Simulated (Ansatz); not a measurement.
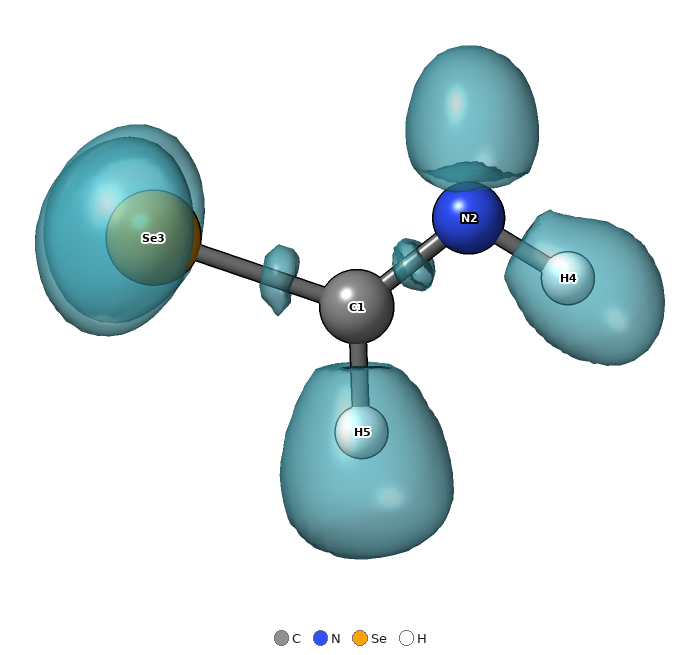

CH2NSe (SMILES N=C[Se]) (doublet). Isosurface of the ELF at 0.85 (cyan), seen across its widest extent. Only the valence region is drawn (cores and ρ < 0.01 e/Å³ removed).

Geometry: PBE0-D3(BJ)/def2-SVP.

Theory: Ansatz 0.2.0, isolated molecule in a Gaussian basis; Kohn-Sham density functional theory, functional PBE0.

| atom | x (Å) | y (Å) | z (Å) |
| --- | --- | --- | --- |
| C | -0.1364 | 0.1725 | 0.3377 |
| N | -0.0090 | -0.9440 | -0.2376 |
| Se | 0.3657 | 1.8081 | -0.4730 |
| H | -0.3388 | -1.6978 | 0.3719 |
| H | -0.5428 | 0.3447 | 1.3552 |

### Identify the bonds, lone pairs and shells in this picture.

At this value the surface marks out one region between bonded C–N atoms (shared pairs), one region between bonded C–Se atoms (shared pairs), two regions around hydrogen nuclei, one lobe on N, pointing away from the bonds (non-bonding electrons) and two lobes on Se, pointing away from the bonds (non-bonding electrons, which may merge into one lobe). Profiles from the grid: C–N (1.26 Å): the ELF peaks at about 0.90 between the atoms; a short, multiple covalent bond. C–Se (1.89 Å): the ELF peaks at about 0.90 between the atoms, as expected for a covalent bond.
